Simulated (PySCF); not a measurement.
**CrSe₂²⁺: triplet, from a end-on start**

The task is one start of a wider search on CrSe₂²⁺: the triplet, from a end-on start. It is relaxed, tested by its Hessian and followed downhill if it is a saddle.

The runs use PySCF 2.14.0; PBE0, basis Cr def2-SVP, Se def2-SVP, no relativity, density fitting.

### Step 1. The system as given

3 atoms, charge 2, spin multiplicity 3.

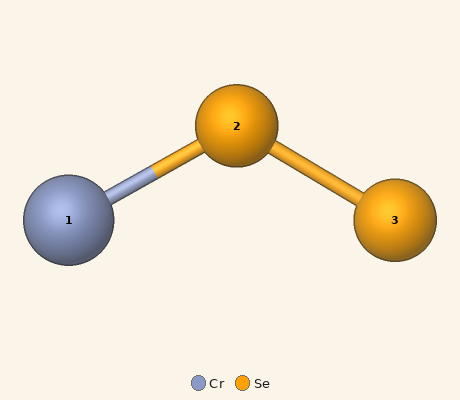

Start geometry, drawn with chromium light blue, selenium orange; atoms are numbered from 1 in the order of the file.

Coordinates in bohr (charge 2 multiplicity 3):
```
Cr    0.0000    0.0000    0.0000
Se    0.0000    0.0000    4.6325
Se    3.8471    0.0000    6.8435
```

### Step 2. Finding the electronic state

The steps below are one call of a driver around PySCF. For each, scf.py gives the equivalent set-up of the SCF; relaxations use the driver's own optimiser. After this first run the driver tries any further starts and a stability analysis.

scf.py reads:

```python
from pyscf import gto, scf, dft
mol = gto.M(atom='''
Cr     0.000000     0.000000     0.000000
Se     0.000000     0.000000     2.451400
Se     2.035800     0.000000     3.621400''',
    basis={'Cr': 'def2-SVP', 'Se': 'def2-SVP'},
    charge=2, spin=2)
mf = dft.UKS(mol, xc='PBE0')
mf.grids.atom_grid = (50, 194)
aux = {'Cr': 'def2-universal-JKFIT', 'Se': 'def2-universal-JKFIT'}
mf = mf.density_fit(auxbasis=aux)
mf.conv_tol = 1e-08
mf.diis_space = 10
mf.max_cycle = 60
mf.init_guess = 'minao'
mf.verbose = 4
mf.kernel()
```

Run with:

```bash
OMP_NUM_THREADS=2 python axn.py task.json out
```

After this run come: Relaxation: end-on start, triplet; Frequencies.

Q: Predict the outcome of this session. Wanted: minimum; geometry; wavenumbers; dipole moment; highest occupied, lowest empty level; polar-tensor charge of Cr1; zero-point energy; ⟨S²⟩.

The runs gave:

| quantity | value |
| --- | --- |
| minimum | broken-symmetry (Ms = 1), Cs |
| geometry | Cr–Se 2.493 Å, Se–Se 2.264 Å; Cr–Se–Se 107.5° |
| wavenumbers (cm⁻¹) | 66 (a'), 216 (a'), 321 (a') |
| dipole moment (centre of mass) | 10.62 D |
| highest occupied, lowest empty level (either spin) | -17.30, -16.25 eV |
| polar-tensor charge of Cr1 | +1.32 e |
| zero-point energy | 3.6 kJ/mol |
| entropy at 298.15 K | 335.9 J/(mol K) |
| ⟨S²⟩ | 4.033 |

**Reading.** The molecule stays Cs, as typed, and the end point is a minimum. The determinant is spin-contaminated (⟨S²⟩ = 4.03 against 2.00), so it is no pure spin state. In the infrared the band at 321 cm⁻¹ (a') leads. The first SCF alone would have been 84 kJ/mol too high. Only this shape and spin were tried, so other structures or states may lie lower. One determinant may miss the lowest occupation of an open d or f shell.
